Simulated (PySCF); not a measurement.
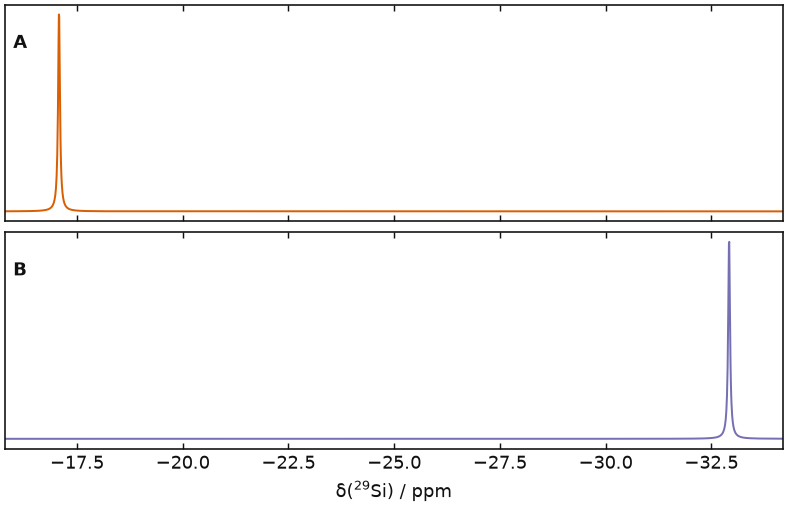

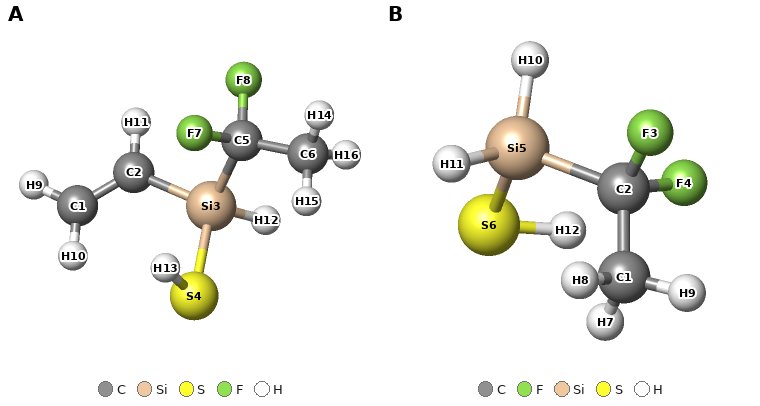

Related molecules: A is C₄H₈F₂SSi, SMILES C=C[Si@H](S)C(C)(F)F; B is C₂H₆F₂SSi, SMILES CC(F)(F)[SiH2]S. GIAO ²⁹Si shifts against TMS, PBE0/pcSseg-1 with PySCF 2.14.0, at a GFN2-xTB geometry (no frequency check); fully decoupled, line heights follow the number of nuclei within a panel, widths are arbitrary (no quadrupolar broadening); values of one conformer, averaged over nuclei that symmetry or rotation about single bonds exchange, these motions taken as fast; other conformers aren't averaged in.

> How does the ²⁹Si shift respond?

From A (−17.1 ppm) to B (−32.9 ppm) the nucleus is shielded by 15.8 ppm.

Limits of at least one run: the tight-binding geometry is rougher than a DFT one and adds to the error.
